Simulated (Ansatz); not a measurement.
# What a tighter setting buys: basis.ecutwfc, YZr (Fd-3m, 4 atoms in the cell)

```
CELL_PARAMETERS angstrom
      0.00000     3.71492     3.71492
      3.71492     0.00000     3.71492
      3.71492     3.71492     0.00000
ATOMIC_POSITIONS crystal
  Y  0.75000 0.75000 0.75000
  Y  0.50000 0.50000 0.50000
  Zr 0.00000 0.00000 0.00000
  Zr 0.25000 0.25000 0.25000
```

Method of the run: PBE (plane waves, PAW; Ansatz, a program for electronic structure).

Base settings: basis.ecutwfc = 420 eV; kpoints.mp_grid.grid = 10 10 10; hamiltonian.xc = pbe; hamiltonian.pseudopotentials = {kind: paw} (the program's default PAW files); scf.occupations.method = methfessel_paxton; scf.occupations.width = 0.136 eV.

Misses are taken against the tightest run, 840 eV, which need not be fully converged itself. The energy is the free energy per atom.

The count of work is k-points × plane waves × bands × iterations; it is no time, and leaves out set-up, grids and terms that scale otherwise. 

Ansatz's pressure holds its estimate of the finite-basis (Pulay) stress, which hides part of the cutoff error; the uncorrected pressure shows it.

The starting cell was generated: these elements placed on a structure prototype, without a prior relaxation; it need not be a known phase or ordering of this composition. Its lattice was rescaled by a random factor within 2.5 % of one. Ansatz's pressure includes its estimate of the finite-basis (Pulay) stress.

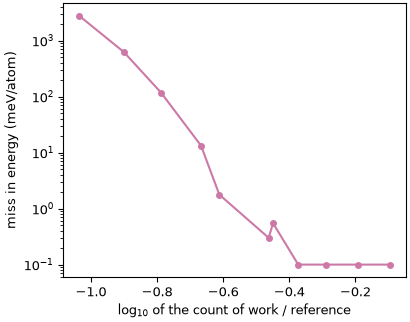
Fig. 1. Miss against the count of work; the reference run is not drawn, and misses under 0.1 meV/atom are drawn there.

| basis.ecutwfc | energy less reference (meV/atom) | pressure less reference (GPa) | uncorrected pressure less reference (GPa) | count of work / reference |
|---|---|---|---|---|
| 170 eV | 2781.17 | 0.61 | -69.75 | 0.092 |
| 210 eV | 626.53 | -0.09 | -21.53 | 0.13 |
| 250 eV | 116.85 | 0.09 | -5.40 | 0.16 |
| 295 eV | 13.22 | 0.00 | -0.83 | 0.22 |
| 335 eV | 1.77 | 0.01 | -0.10 | 0.24 |
| 380 eV | 0.55 | 0.00 | -0.01 | 0.36 |
| 420 eV | 0.30 | 0.00 | -0.01 | 0.34 |
| 485 eV | 0.08 | 0.00 | 0.00 | 0.42 |
| 545 eV | 0.03 | 0.00 | 0.00 | 0.52 |
| 630 eV | 0.02 | 0.00 | 0.00 | 0.64 |
| 735 eV | 0.01 | 0.00 | 0.00 | 0.81 |
| 840 eV | 0.00 | 0.00 | 0.00 | 1.0 |

Coarsest setting among those run that, with all tighter ones, holds the energy within 20 meV/atom of the reference: 295 eV, off by 13 meV/atom; it needs 0.22 of the reference's count of work.

Coarsest setting among those run that, with all tighter ones, holds the energy within 10 meV/atom of the reference: 335 eV, off by 1.8 meV/atom; it needs 0.24 of the reference's count of work.

Smallest miss in the energy for at most 0.3 times the reference's count of work: 335 eV, with a miss of 1.8 meV/atom at a count of 0.24.

The step from 210 eV to 380 eV: it takes the miss in the energy from 630 to 0.55 meV/atom, for 2.8 times the count of work.

Keys are those of Ansatz 0.2.
